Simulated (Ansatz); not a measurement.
| atom | x (Å) | y (Å) | z (Å) |
| --- | --- | --- | --- |
| Al | -1.9209 | 0.2639 | 0.0421 |
| C | 1.2002 | -0.1387 | 0.0511 |
| S | -2.5346 | -0.2742 | -1.7858 |
| H | 0.5486 | -0.3437 | -0.8039 |
| H | -1.5889 | 0.7160 | 1.5069 |
| H | 2.2226 | -0.3725 | -0.2454 |
| H | 1.1458 | 0.9136 | 0.3329 |
| H | 0.9272 | -0.7644 | 0.9019 |

The product side of a reaction path; geometry: PBE0-D4/def2-TZVP.

These are results of Ansatz 0.2.0, RKS PBE0-D4/def2-TZVPP, not measurements.

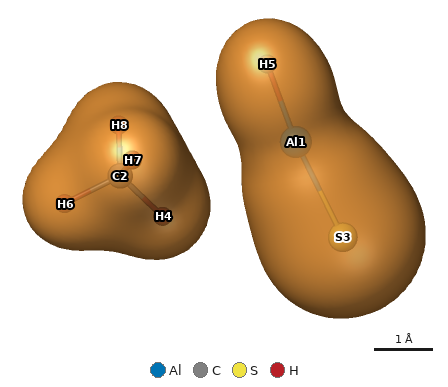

AlHS···CH4. Isosurface of the electron density at 0.1 e/Å³ (orange), seen at a tilt.

How is the density connected at this value?

Answer. At this value the surface falls into two separate pieces. It bridges the sampled Al–S (2.00 Å), C–H (1.09 Å) and Al–H (1.57 Å) contacts, where the density stays above the isovalue. It is pinched off along the sampled Al···H (2.68 Å) contacts. On the grid the lowest density along these lines, outside the cores, is 0.07 e/Å³ (Al···H, 2.68 Å), 0.68 e/Å³ (Al–S, 2.00 Å), 1.9 e/Å³ (C–H, 1.09 Å) and 0.58 e/Å³ (Al–H, 1.57 Å).
